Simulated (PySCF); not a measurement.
# WHOH: structure of the triplet

Aim: relax WHOH as a triplet from a bent start, check by its vibrations whether the end is a minimum, and collect its spectrum and constants.

Computed with PySCF 2.14.0. Level: PBE0, basis W def2-TZVP with ECP60, H def2-TZVP, O def2-TZVP, scalar-relativistic core potentials, no spin–orbit coupling, density fitting.

### Step 1. The starting structure

4 atoms, charge 0, spin multiplicity 3.

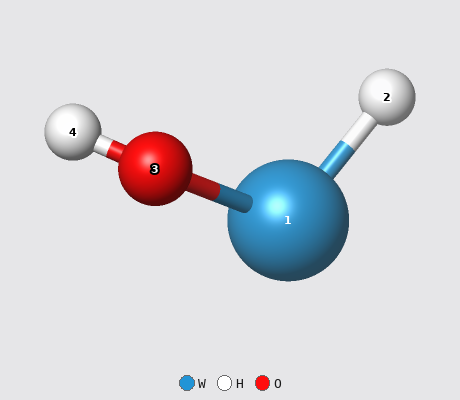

As it starts; tungsten blue, hydrogen white, oxygen red; atoms are numbered from 1 in the order of the file.

```xyz
4
charge 0 multiplicity 3
W     0.0000    0.0000    0.0000
H     1.3844    0.0000    0.9693
O    -1.6383    0.0000    1.1472
H    -2.1438    0.7354    1.5011
```

### Step 2. First SCF at the start

The steps below are one call of a driver around PySCF. For each, scf.py gives the equivalent set-up of the SCF; relaxations use the driver's own optimiser. After this first run the driver tries any further starts and a stability analysis.

File scf.py:

```python
from pyscf import gto, scf, dft
mol = gto.M(atom='''
W      0.000000     0.000000     0.000000
H      1.384400     0.000000     0.969300
O     -1.638300     0.000000     1.147200
H     -2.143800     0.735400     1.501100''',
    basis={'W': 'def2-TZVP', 'H': 'def2-TZVP', 'O': 'def2-TZVP'},
    ecp={'W': 'def2-TZVP'},
    charge=0, spin=2)
mf = dft.UKS(mol, xc='PBE0')
mf.grids.atom_grid = (50, 194)
aux = {'W': 'def2-universal-JKFIT', 'H': 'def2-universal-JKFIT', 'O': 'def2-universal-JKFIT'}
mf = mf.density_fit(auxbasis=aux)
mf.conv_tol = 1e-08
mf.diis_space = 10
mf.max_cycle = 60
mf.init_guess = 'minao'
mf.verbose = 4
mf.kernel()
```

Launch:

```console
$ OMP_NUM_THREADS=2 python axn.py task.json out
```

The program printed:

```text
init E= -124.6026753504
[... the frontier-level lines of each cycle are left out ...]
cycle= 1 E= -143.120216775671  delta_E= -18.5  |g|= 0.674  |ddm|= 4.81
cycle= 2 E= -140.471778864169  delta_E= 2.65  |g|= 2.39  |ddm|= 1.56
cycle= 3 E= -143.273826211075  delta_E= -2.8  |g|= 0.222  |ddm|= 1.37
cycle= 4 E= -143.298199940577  delta_E= -0.0244  |g|= 0.114  |ddm|= 0.376
cycle= 5 E= -143.306042412773  delta_E= -0.00784  |g|= 0.0296  |ddm|= 0.149
cycle= 6 E= -143.307802817585  delta_E= -0.00176  |g|= 0.0158  |ddm|= 0.0626
cycle= 7 E= -143.309817438768  delta_E= -0.00201  |g|= 0.0177  |ddm|= 0.0658
cycle= 8 E= -143.308008597545  delta_E= 0.00181  |g|= 0.0154  |ddm|= 0.0589
cycle= 9 E= -143.306020796673  delta_E= 0.00199  |g|= 0.0104  |ddm|= 0.141
cycle= 10 E= -143.306393298347  delta_E= -0.000373  |g|= 0.00865  |ddm|= 0.0353
cycle= 11 E= -143.307330542834  delta_E= -0.000937  |g|= 0.00949  |ddm|= 0.0682
cycle= 12 E= -143.306986326424  delta_E= 0.000344  |g|= 0.0088  |ddm|= 0.0249
cycle= 13 E= -143.305619044378  delta_E= 0.00137  |g|= 0.00647  |ddm|= 0.177
cycle= 14 E= -143.305667092189  delta_E= -4.8e-05  |g|= 0.00351  |ddm|= 0.0321
cycle= 15 E= -143.305776689912  delta_E= -0.00011  |g|= 0.00208  |ddm|= 0.0399
cycle= 16 E= -143.30580701345  delta_E= -3.03e-05  |g|= 0.00169  |ddm|= 0.0126
cycle= 17 E= -143.305846812217  delta_E= -3.98e-05  |g|= 0.00156  |ddm|= 0.0151
cycle= 18 E= -143.305876490761  delta_E= -2.97e-05  |g|= 0.00158  |ddm|= 0.0108
cycle= 19 E= -143.305878566616  delta_E= -2.08e-06  |g|= 0.00158  |ddm|= 0.000731
cycle= 20 E= -143.305833232461  delta_E= 4.53e-05  |g|= 0.00154  |ddm|= 0.017
cycle= 21 E= -143.305831696385  delta_E= 1.54e-06  |g|= 0.00155  |ddm|= 0.00315
cycle= 22 E= -143.305834640888  delta_E= -2.94e-06  |g|= 0.00156  |ddm|= 0.00107
cycle= 23 E= -143.305811767418  delta_E= 2.29e-05  |g|= 0.0015  |ddm|= 0.00871
cycle= 24 E= -143.305751051964  delta_E= 6.07e-05  |g|= 0.00131  |ddm|= 0.0303
cycle= 25 E= -143.30575208548  delta_E= -1.03e-06  |g|= 0.00113  |ddm|= 0.0153
cycle= 26 E= -143.305758922474  delta_E= -6.84e-06  |g|= 0.00117  |ddm|= 0.0121
cycle= 27 E= -143.30575875814  delta_E= 1.64e-07  |g|= 0.00118  |ddm|= 0.00409
cycle= 28 E= -143.305765234488  delta_E= -6.48e-06  |g|= 0.00117  |ddm|= 0.00444
cycle= 29 E= -143.305761699385  delta_E= 3.54e-06  |g|= 0.00122  |ddm|= 0.00249
cycle= 30 E= -143.305749903365  delta_E= 1.18e-05  |g|= 0.00109  |ddm|= 0.0112
cycle= 31 E= -143.305741268478  delta_E= 8.63e-06  |g|= 0.00101  |ddm|= 0.011
cycle= 32 E= -143.305745056685  delta_E= -3.79e-06  |g|= 0.00104  |ddm|= 0.00838
cycle= 33 E= -143.305748434931  delta_E= -3.38e-06  |g|= 0.00102  |ddm|= 0.00401
cycle= 34 E= -143.305755700789  delta_E= -7.27e-06  |g|= 0.00104  |ddm|= 0.00598
cycle= 35 E= -143.305763995572  delta_E= -8.29e-06  |g|= 0.00107  |ddm|= 0.00913
cycle= 36 E= -143.305771165051  delta_E= -7.17e-06  |g|= 0.00104  |ddm|= 0.00807
cycle= 37 E= -143.305769998807  delta_E= 1.17e-06  |g|= 0.00103  |ddm|= 0.000978
cycle= 38 E= -143.30576988597  delta_E= 1.13e-07  |g|= 0.00105  |ddm|= 0.00431
cycle= 39 E= -143.305768483158  delta_E= 1.4e-06  |g|= 0.00102  |ddm|= 0.00268
cycle= 40 E= -143.3057679109  delta_E= 5.72e-07  |g|= 0.00103  |ddm|= 0.000899
cycle= 41 E= -143.305766304285  delta_E= 1.61e-06  |g|= 0.00101  |ddm|= 0.0021
cycle= 42 E= -143.305761962663  delta_E= 4.34e-06  |g|= 0.00111  |ddm|= 0.0123
cycle= 43 E= -143.305769280826  delta_E= -7.32e-06  |g|= 0.000916  |ddm|= 0.0195
cycle= 44 E= -143.30579028586  delta_E= -2.1e-05  |g|= 0.000552  |ddm|= 0.0415
cycle= 45 E= -143.305793127088  delta_E= -2.84e-06  |g|= 0.000508  |ddm|= 0.00736
cycle= 46 E= -143.305792044898  delta_E= 1.08e-06  |g|= 0.000429  |ddm|= 0.00645
cycle= 47 E= -143.305791652621  delta_E= 3.92e-07  |g|= 0.00038  |ddm|= 0.00617
cycle= 48 E= -143.30579090431  delta_E= 7.48e-07  |g|= 0.000287  |ddm|= 0.00578
cycle= 49 E= -143.305791399508  delta_E= -4.95e-07  |g|= 0.00028  |ddm|= 0.00181
cycle= 50 E= -143.305791828811  delta_E= -4.29e-07  |g|= 0.000288  |ddm|= 0.00127
cycle= 51 E= -143.305792106484  delta_E= -2.78e-07  |g|= 0.000288  |ddm|= 0.000692
cycle= 52 E= -143.305793359584  delta_E= -1.25e-06  |g|= 0.000272  |ddm|= 0.00325
cycle= 53 E= -143.305797276531  delta_E= -3.92e-06  |g|= 0.00024  |ddm|= 0.0109
cycle= 54 E= -143.305799260415  delta_E= -1.98e-06  |g|= 0.000205  |ddm|= 0.006
cycle= 55 E= -143.305801240716  delta_E= -1.98e-06  |g|= 0.000186  |ddm|= 0.00613
cycle= 56 E= -143.305801981064  delta_E= -7.4e-07  |g|= 0.000186  |ddm|= 0.00241
cycle= 57 E= -143.305802252118  delta_E= -2.71e-07  |g|= 0.000188  |ddm|= 0.000963
cycle= 58 E= -143.305802251077  delta_E= 1.04e-09  |g|= 0.000188  |ddm|= 7.53e-05
cycle= 59 E= -143.305802143696  delta_E= 1.07e-07  |g|= 0.000188  |ddm|= 0.00054
cycle= 60 E= -143.305802123832  delta_E= 1.99e-08  |g|= 0.000188  |ddm|= 0.000103
SCF not converged.
init E= -124.6026753504
cycle= 1 E= -143.120216775671  delta_E= -18.5  |g|= 0.674  |ddm|= 4.81
cycle= 2 E= -140.471778864169  delta_E= 2.65  |g|= 2.39  |ddm|= 1.56
cycle= 3 E= -143.106190407624  delta_E= -2.63  |g|= 0.72  |ddm|= 1.13
cycle= 4 E= -143.302395720153  delta_E= -0.196  |g|= 0.0754  |ddm|= 0.383
cycle= 5 E= -143.295521535614  delta_E= 0.00687  |g|= 0.168  |ddm|= 0.161
cycle= 6 E= -143.307312099884  delta_E= -0.0118  |g|= 0.0212  |ddm|= 0.0827
cycle= 7 E= -143.310554220315  delta_E= -0.00324  |g|= 0.038  |ddm|= 0.113
cycle= 8 E= -143.315115032232  delta_E= -0.00456  |g|= 0.0713  |ddm|= 0.144
cycle= 9 E= -143.316404297302  delta_E= -0.00129  |g|= 0.148  |ddm|= 0.188
cycle= 10 E= -143.322093744272  delta_E= -0.00569  |g|= 0.123  |ddm|= 0.153
cycle= 11 E= -143.329303686843  delta_E= -0.00721  |g|= 0.0736  |ddm|= 0.138
cycle= 12 E= -143.327647526753  delta_E= 0.00166  |g|= 0.121  |ddm|= 0.126
cycle= 13 E= -143.333777800746  delta_E= -0.00613  |g|= 0.02  |ddm|= 0.0776
cycle= 14 E= -143.334137966934  delta_E= -0.00036  |g|= 0.0381  |ddm|= 0.0571
cycle= 15 E= -143.333330177834  delta_E= 0.000808  |g|= 0.0684  |ddm|= 0.065
cycle= 16 E= -143.335264528289  delta_E= -0.00193  |g|= 0.00593  |ddm|= 0.0376
cycle= 17 E= -143.335625188168  delta_E= -0.000361  |g|= 0.00596  |ddm|= 0.0352
cycle= 18 E= -143.335982940136  delta_E= -0.000358  |g|= 0.0072  |ddm|= 0.0356
cycle= 19 E= -143.336348064675  delta_E= -0.000365  |g|= 0.0108  |ddm|= 0.0373
cycle= 20 E= -143.336657554116  delta_E= -0.000309  |g|= 0.0207  |ddm|= 0.041
SCF not converged.
init E= -143.336657554116
cycle= 1 E= -143.336651229871  delta_E= 6.32e-06  |g|= 0.0348  |ddm|= 0.0355
cycle= 2 E= -143.336184774208  delta_E= 0.000466  |g|= 0.0578  |ddm|= 0.049
cycle= 3 E= -143.337501143874  delta_E= -0.00132  |g|= 0.0102  |ddm|= 0.0272
cycle= 4 E= -143.337601511084  delta_E= -0.0001  |g|= 0.00697  |ddm|= 0.00717
cycle= 5 E= -143.337378332993  delta_E= 0.000223  |g|= 0.00751  |ddm|= 0.0184
cycle= 6 E= -143.336000666906  delta_E= 0.00138  |g|= 0.0107  |ddm|= 0.118
cycle= 7 E= -143.335432184461  delta_E= 0.000568  |g|= 0.00859  |ddm|= 0.0601
cycle= 8 E= -143.33476080973  delta_E= 0.000671  |g|= 0.00862  |ddm|= 0.0828
cycle= 9 E= -143.334535709721  delta_E= 0.000225  |g|= 0.00513  |ddm|= 0.0439
cycle= 10 E= -143.334200303769  delta_E= 0.000335  |g|= 0.00581  |ddm|= 0.0773
cycle= 11 E= -143.334162863476  delta_E= 3.74e-05  |g|= 0.00289  |ddm|= 0.0298
cycle= 12 E= -143.334128127503  delta_E= 3.47e-05  |g|= 0.00257  |ddm|= 0.0316
cycle= 13 E= -143.334144267167  delta_E= -1.61e-05  |g|= 0.00193  |ddm|= 0.0123
cycle= 14 E= -143.334145517881  delta_E= -1.25e-06  |g|= 0.00104  |ddm|= 0.00766
cycle= 15 E= -143.334144625821  delta_E= 8.92e-07  |g|= 0.000698  |ddm|= 0.00997
cycle= 16 E= -143.33414538946  delta_E= -7.64e-07  |g|= 0.000528  |ddm|= 0.00618
cycle= 17 E= -143.334146404981  delta_E= -1.02e-06  |g|= 0.000215  |ddm|= 0.0026
cycle= 18 E= -143.334146780269  delta_E= -3.75e-07  |g|= 0.000141  |ddm|= 0.00137
cycle= 19 E= -143.33414700412  delta_E= -2.24e-07  |g|= 0.000112  |ddm|= 0.00097
cycle= 20 E= -143.334147185923  delta_E= -1.82e-07  |g|= 0.0001  |ddm|= 0.000867
cycle= 21 E= -143.334147327615  delta_E= -1.42e-07  |g|= 8.98e-05  |ddm|= 0.000724
cycle= 22 E= -143.334147571172  delta_E= -2.44e-07  |g|= 8.86e-05  |ddm|= 0.00135
cycle= 23 E= -143.334147650704  delta_E= -7.95e-08  |g|= 7.52e-05  |ddm|= 0.000482
cycle= 24 E= -143.334147837777  delta_E= -1.87e-07  |g|= 8.14e-05  |ddm|= 0.00129
cycle= 25 E= -143.33414799266  delta_E= -1.55e-07  |g|= 8.06e-05  |ddm|= 0.00125
cycle= 26 E= -143.334148114515  delta_E= -1.22e-07  |g|= 7.07e-05  |ddm|= 0.00109
cycle= 27 E= -143.334148190976  delta_E= -7.65e-08  |g|= 5.68e-05  |ddm|= 0.000729
cycle= 28 E= -143.334148299761  delta_E= -1.09e-07  |g|= 6.75e-05  |ddm|= 0.00114
cycle= 29 E= -143.334148358771  delta_E= -5.9e-08  |g|= 4.88e-05  |ddm|= 0.000626
cycle= 30 E= -143.334148457391  delta_E= -9.86e-08  |g|= 6.81e-05  |ddm|= 0.0012
SCF not converged.
macro= 0  E= -143.33414866197  delta_E= -2.04579e-07  |g|= 6.80739e-05  1 KF 5 JK
macro= 1  E= -143.334148796166  delta_E= -1.34197e-07  |g|= 0.000376775  1 KF 12 JK
macro= 2  E= -143.334148796175  delta_E= -8.69704e-12  |g|= 1.35241e-05  1 KF 2 JK
macro X = 3  E=-143.334148796175  |g|= 1.35241e-05  total 4 KF 23 JK
converged SCF energy = -143.334148796175  <S^2> = 2.9778704  2S+1 = 3.593255
```

This step, with its further starts and checks, ran for 32 s (2 threads of Arm Neoverse V2, shared host).

The starts that the driver tried:

```csv
start,energy (Eh)
the minimal-basis guess,-143.334149
a thermally smeared density,-143.344228
a smeared PBE density,-143.329142
```

Where DIIS stalls, the driver goes on with a level shift of 0.3 Eh and then with a second-order solver.

The first run landed in a state that is too high. Following the other starts and the instabilities gains 26.5 kJ/mol (-143.34423 Eh), and the work goes on from there.

### Step 3. Relaxing the triplet from the bent start

The program finds C1 symmetry in the start. The walk stops when the largest gradient is under 0.0003 Eh/bohr and the energy has settled too.

Changes to scf.py since step 2:

```diff
@@ -3,4 +3,4 @@
-W      0.000000     0.000000     0.000000
-H      1.384400     0.000000     0.969300
-O     -1.638300     0.000000     1.147200
-H     -2.143800     0.735400     1.501100''',
+W      0.133539    -0.003670    -0.103184
+H      1.517939    -0.003670     0.866116
+O     -1.504761    -0.003670     1.044016
+H     -2.010261     0.731730     1.397916''',
@@ -17 +16,0 @@
-mf.init_guess = 'minao'
```

The optimiser's trace:

```
step  energy (Eh)  change (kJ/mol)  largest gradient (Eh/bohr)
   0  -143.344229             0.00                     0.04770
   1  -143.352894           -22.75                     0.01955
   2  -143.354377           -26.64                     0.02839
   3  -143.355191           -28.78                     0.02031
   4  -143.355770           -30.30                     0.00582
   5  -143.356012           -30.94                     0.00187
   6  -143.356142           -31.28                     0.00481
   7  -143.356285           -31.65                     0.00677
   8  -143.356731           -32.82                     0.01589
   9  -143.356766           -32.92                     0.02176
  10  -143.357947           -36.02                     0.00821
  11  -143.358798           -38.25                     0.00631
  12  -143.359443           -39.94                     0.00507
  13  -143.359860           -41.04                     0.00339
  14  -143.360058           -41.56                     0.00206
  15  -143.360211           -41.96                     0.00188
  16  -143.360244           -42.05                     0.00145
  17  -143.360253           -42.07                     0.00092
  18  -143.360254           -42.08                     0.00035
  19  -143.360255           -42.08                     0.00004
```

The walk took 62 s.

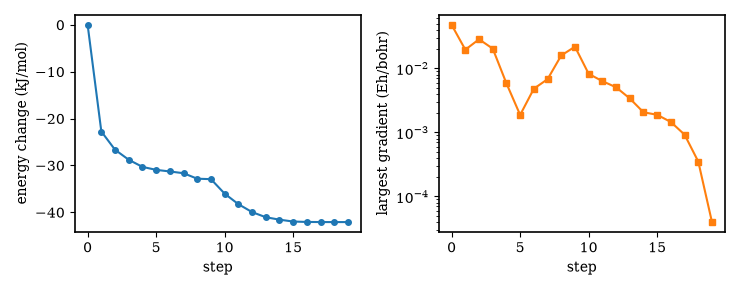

Energy and largest gradient along the walk.

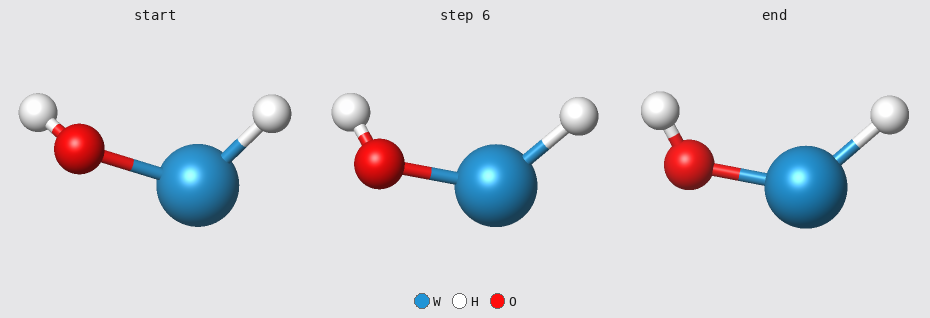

The geometry along the walk, at one scale.

It settles in C1 symmetry, 42.1 kJ/mol below the start, after 19 steps: O–H 0.961 Å, W–H 1.712 Å, W–O 1.841 Å; H–O–W 127.8°, H–W–O 128.4°.

### Step 4. Vibrations and properties at this point

The point is checked on the finer grid, and tightened if its gradient asks for it. The Hessian and the dipole derivatives come from central differences of analytic gradients, with steps of 0.02 bohr.

Changes to scf.py since step 3:

```diff
@@ -3,4 +3,4 @@
-W      0.133539    -0.003670    -0.103184
-H      1.517939    -0.003670     0.866116
-O     -1.504761    -0.003670     1.044016
-H     -2.010261     0.731730     1.397916''',
+W      0.135153    -0.041370    -0.058338
+H      1.652389     0.362285     0.623387
+O     -1.545952     0.414602     0.537736
+H     -1.787670     0.784313     1.391139''',
@@ -11 +11 @@
-mf.grids.atom_grid = (50, 194)
+mf.grids.atom_grid = (75, 302)
@@ -14 +14 @@
-mf.conv_tol = 1e-08
+mf.conv_tol = 1e-10
```

The driver hands on the density of the step before, so the log starts near convergence.

SCF at the final geometry:

```text
init E= -143.36023242792
[... the frontier-level lines of each cycle are left out ...]
cycle= 1 E= -143.360232427861  delta_E= 5.9e-11  |g|= 1.73e-05  |ddm|= 1.7e-05
cycle= 2 E= -143.360232427477  delta_E= 3.85e-10  |g|= 3.68e-05  |ddm|= 3.01e-05
cycle= 3 E= -143.360232427991  delta_E= -5.14e-10  |g|= 1.33e-06  |ddm|= 1.99e-05
cycle= 4 E= -143.360232428  delta_E= -9.09e-12  |g|= 9.73e-07  |ddm|= 3.94e-06
Extra cycle  E= -143.360232428009  delta_E= -9.32e-12  |g|= 8.37e-07  |ddm|= 6.07e-06
converged SCF energy = -143.360232428009  <S^2> = 2.4332383  2S+1 = 3.2761186
```

The whole step took 93 s.

Geometry: C1; O–H 0.961 Å, W–H 1.712 Å, W–O 1.841 Å; H–O–W 127.8°, H–W–O 128.5°.

Modes, for the most abundant isotopes:

```json
{"symmetry": "a", "ω (cm⁻¹)": "373", "IR (km/mol)": "117", "μ (u)": "1.14"}
{"symmetry": "a", "ω (cm⁻¹)": "465", "IR (km/mol)": "85.6", "μ (u)": "1.03"}
{"symmetry": "a", "ω (cm⁻¹)": "695", "IR (km/mol)": "125", "μ (u)": "2.63"}
{"symmetry": "a", "ω (cm⁻¹)": "735", "IR (km/mol)": "29.9", "μ (u)": "1.68"}
{"symmetry": "a", "ω (cm⁻¹)": "1967", "IR (km/mol)": "134", "μ (u)": "1.01"}
{"symmetry": "a", "ω (cm⁻¹)": "3874", "IR (km/mol)": "216", "μ (u)": "1.07"}
```

All wavenumbers are real: a minimum.

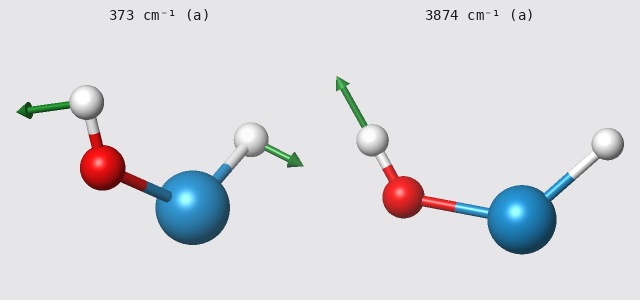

How the atoms move in 2 of the modes.

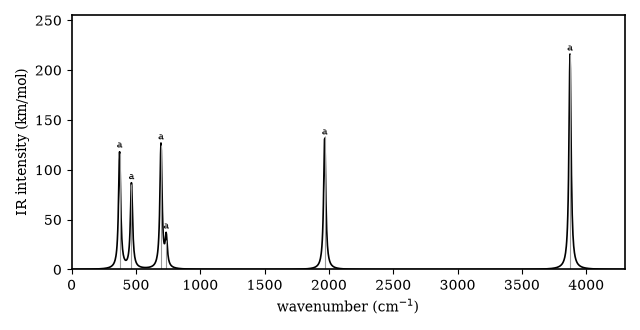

The harmonic infrared spectrum (widths in cm⁻¹). Lines are broadened to a width of 20 cm⁻¹ (Lorentzian).

Properties at this point:

| Property | Result |
| --- | --- |
| Dipole moment | 1.03 D |
| Highest occupied level | -5.08 eV |
| Lowest empty level | -2.23 eV |
| Rotational constants | 7.123, 0.2977, 0.286 cm⁻¹ |
| Zero-point energy | 48.5 kJ/mol |
| Principal polarisabilities | 54.7, 60.6, 68.6 bohr³ |
| Atomisation energy without zero-point energy | 1128 kJ/mol |
| Principal traceless quadrupole moments about the centre of mass | -5.70, -3.87, 9.57 D Å |
| Entropy at 298.15 K and 1 bar (electronic part: spin only) | 280.1 J/(mol K) |
| Heat capacity Cp at 298.15 K | 52.0 J/(mol K) |
| Enthalpy at 298.15 K above 0 K | 12.02 kJ/mol |
| Rotational symmetry number | 1 |
| Spin squared ⟨S²⟩ | 2.433 |

Populations by atom (charges in e):

| atom | Mulliken | Löwdin | polar tensor | spin (Mulliken) | Mayer order to W1 |
| --- | --- | --- | --- | --- | --- |
| W1 | 0.34 | 0.25 | 0.63 | 2.11 | – |
| H2 | -0.10 | -0.15 | -0.22 | -0.07 | 0.98 |
| O3 | -0.59 | -0.27 | -0.74 | -0.05 | 1.24 |
| H4 | 0.36 | 0.17 | 0.34 | 0.01 | 0.01 |

Mulliken populations on W1 (outside its core potential): s 3.28, p 6.24, d 4.10, f 0.04.

### Step 5. Results

| quantity | value |
| --- | --- |
| minimum | triplet, C1 |
| geometry | O–H 0.961 Å, W–H 1.712 Å, W–O 1.841 Å; H–O–W 127.8°, H–W–O 128.5° |
| wavenumbers (cm⁻¹) | 373 (a), 465 (a), 695 (a), 735 (a), 1967 (a), 3874 (a) |
| dipole moment | 1.03 D |
| highest occupied, lowest empty level (either spin) | -5.08, -2.23 eV |
| polar-tensor charge of W1 | +0.63 e |
| zero-point energy | 48.5 kJ/mol |
| entropy at 298.15 K | 280.1 J/(mol K) |
| atomisation energy (no zero-point energy) | 1128 kJ/mol |
| ⟨S²⟩ | 2.433 |

**Reading.** The bent start ends in a minimum without symmetry. The determinant is spin-contaminated (⟨S²⟩ = 2.43 against 2.00), so it is no pure spin state. In the infrared the band at 3874 cm⁻¹ (a) leads. Most of the spin sits on W1 (Mulliken spin 2.11, against 2 for the whole molecule). The first SCF alone would have been 26 kJ/mol too high. Only this shape and spin were tried, so other structures or states may lie lower. One determinant may miss the lowest occupation of an open d or f shell. Spin–orbit coupling, left out here, can matter for elements this heavy.

The search up to here took 3.1 min.
